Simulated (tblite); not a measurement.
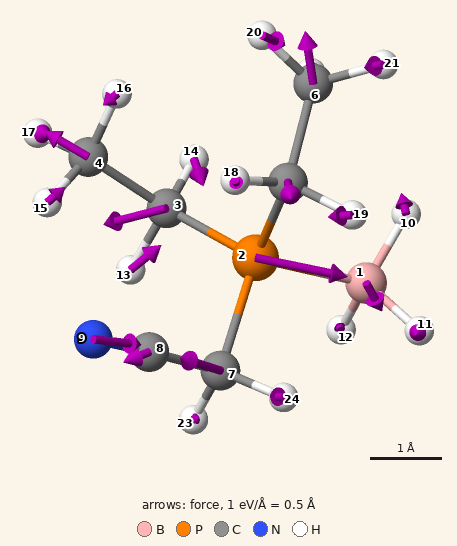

Starting geometry of C6H15BNP with the computed forces as purple arrows. The picture is a ball-and-stick view, seen face on.

All numbers below come from GFN2-xTB geometry optimisation, gas phase (tblite). 

### What follows when this structure is relaxed?

It isn't relaxed: the largest force vector, on the P atom, is 2.71 eV/Å. The final displacements have little in common with the starting forces (cosine between the two patterns 0.21). The largest move after the best rigid fit is that of an H atom, 1.26 Å. Largest moves by element: H 1.26 Å, C 0.28 Å, N 0.21 Å, B 0.19 Å, P 0.16 Å. Among the contacts that change: C–P 1.778 → 1.846 Å, C–H 1.142 → 1.095 Å, C–C 1.475 → 1.429 Å, C–H 1.128 → 1.088 Å. Among the angles between lasting bonds that change: B–P–C 107.4° → 118.0°, C–P–C 113.0° → 103.5°, P–C–H 114.1° → 105.5°. Groups turn about C–C by about 50°. After 144 geometry steps the energy has fallen by 0.856 eV. Cost: 1.4 s on 1 thread of Arm Neoverse V1, with other jobs on the host.
